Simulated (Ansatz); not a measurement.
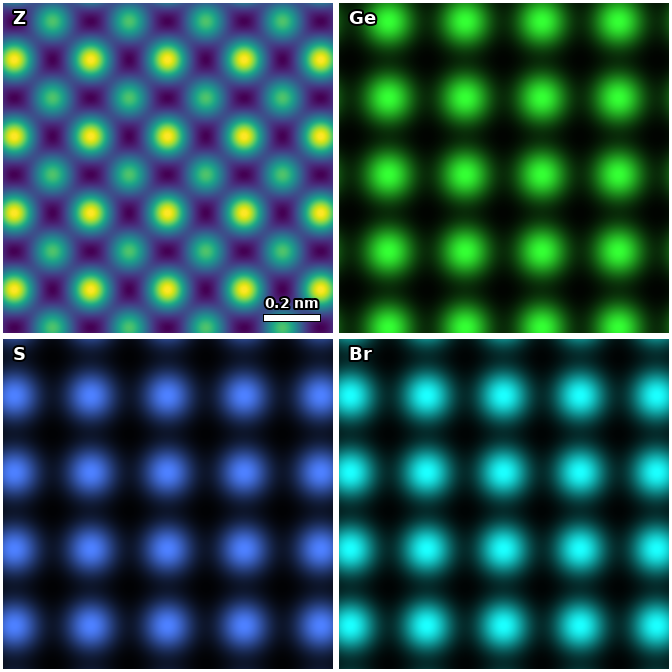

A crystal along [001]. Panel Z: Simulation: incoherent imaging, intensity Z^1.7 per atom, probe width 1.16 Å, thin sample. The probe carries 15 % of its weight in a tail 2.5 times as wide. The display is stretched by a gamma of 0.8; percentages refer to the linear signal. The other panels are simulated element maps (the number of atoms of one element along the beam, blurred by 1.5 Å; each on its own scale, no channelling).

### Describe the distribution of the elements over the columns.

The projected cell (2.79 × 2.79 Å, 90°) holds 2 columns: 1 of Br + S and 1 of Ge. Columns shared by several elements: Br + S. The brightest columns of the Z-contrast image hold Br + S.

The crystal is GeSBr (I4/mmm, No. 139). Atomic positions: coordinates from a relaxation with DFT, PAW plane waves, r2scan in Ansatz; the starting structure was generated, so it need not be a known form of this composition.
